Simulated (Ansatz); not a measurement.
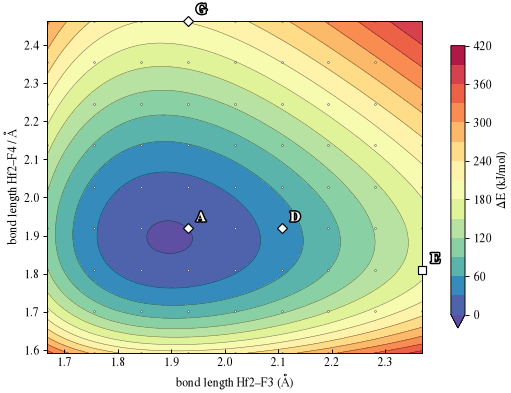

F3HfI, SMILES [F][Hf]([F])([F])[I]. 
- The first coordinate is: bond length Hf2–F3; the second: bond length Hf2–F4.
- Nothing is relaxed (all other coordinates rigid).
- Grid: 9 × 9 points.
- Points are written as (first, second).
- Energies are in kJ/mol, from the lowest grid point.
- Computed with RKS CAM-B3LYP-D4/def2-SVP (Ansatz).

Drawn: filled contours, dots at the grid points, lettered points. Between grid points the surface is interpolated.

**Is D the lowest point of the computed grid?**

No. D lies 46 kJ/mol above the lowest grid point, which is at (1.931 Å, 1.919 Å).

**What kind of point is each of A, D: minimum, saddle, maximum or slope?**

A: minimum; D: on a slope. (In these two coordinates alone; a stationary point may lie a little off the grid point.)

**Rank the lettered points by energy, lowest first.**

A (0 kJ/mol), D (46 kJ/mol), E (171 kJ/mol), G (212 kJ/mol).
